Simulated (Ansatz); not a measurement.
The starting structures come from a database of crystals and need not be the phases stable at ambient conditions.

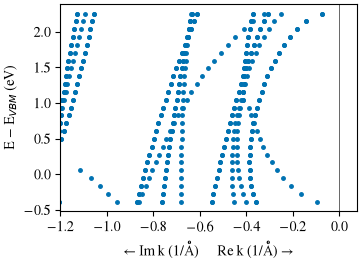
Complex bands at the centre of the two-dimensional zone; Ansatz (a quantum-chemistry and plane-wave program) with PBEsol

No gap correction and no spin-orbit coupling; mid-gap values are interpolated between computed energies.

**Question.** This is Cs3H5Pd (P4/mbm, not sure to be the ambient phase, 18 atoms a cell, 23.4 Å³ an atom) along the normal of (100). Read off the slowest decay at the centre of the two-dimensional zone at 1.04 eV, the computed energy nearest the middle of the gap.

**Answer.** κ ≈ 0.34 1/Å, a decay length 1/(2κ) of the density of 1.5 Å.
